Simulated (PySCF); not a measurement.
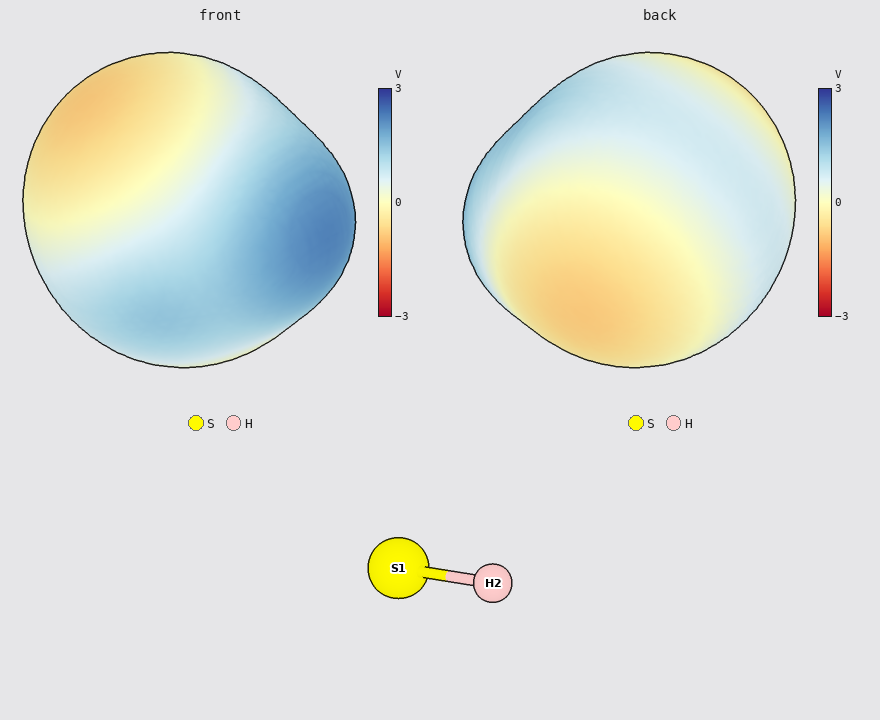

The picture shows: SH (SMILES [SH]) (doublet). The electrostatic potential painted on the density surface at 0.004 e/bohr³, seen from the front and from behind; the colour scale runs from red (negative) to blue (positive). The bare structure is drawn below in the same view.

Geometry: PBE0-D3(BJ)/ma-def2-SVP.

All numbers below come from DFT single point, gas phase, functional M06-2X in PySCF 2.14.0, density-fitted response routines.

Input

```
{"job": {"kind": "sp", "xc": "M06-2X", "basis": "ma-def2-TZVP", "grid": 3}, "charge": 0, "multiplicity": 2}
S      0.682300    -0.012589    -0.010243
H     -0.671202     0.017418    -0.046361
```

Launched as:

```sh
OMP_NUM_THREADS=1 python redox_run.py task.json out
```

> Which sites attract a positive test charge, and which a negative one?

A positive charge is drawn to the negative regions and a negative charge to the positive ones. The most negative region (about −0.8 V) lies over S1, the most positive (about +2.2 V) over H2.

> What dipole moment does the calculation give?

Its dipole moment is 0.90 D.
